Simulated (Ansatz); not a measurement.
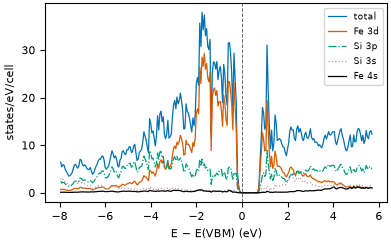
Figure. Total and projected density of states of FeSi2 in space group Cmce (No. 64; Fe on 8f, Fe on 8d, Si on 16g, Si on 16g), the program Ansatz at the PBEsol level (PAW)

Question: Which orbitals carry the states next to the gap?

Answer: Top 1 eV of the valence band: Fe 3d 74 %, Si 3p 17 %, outside the projected shells 5 %. Bottom 1 eV of the conduction band: Fe 3d 60 %, Si 3p 28 %, Si 3s 7 %. Projections are on Löwdin-orthogonalised atomic valence shells; empty p or d shells of many metals are not among them.

Question: Where is the tallest occupied peak in this window, and what makes it?

Answer: Near -1.8 eV, about 38 states/eV per cell; the largest projected share is Fe 3d.

The workflow started from a Materials Project entry (that database holds measured and hypothetical structures alike); the Crystallography Open Database files this formula in space group No. 64, but the cells were not matched. Whether it is the stable phase at ambient conditions was not checked. The PBEsol relaxation kept the symmetry of its start; of distortions, only those at the zone centre were tested. No spin polarisation was allowed.

Potentials: the later of the program's two PAW sets.
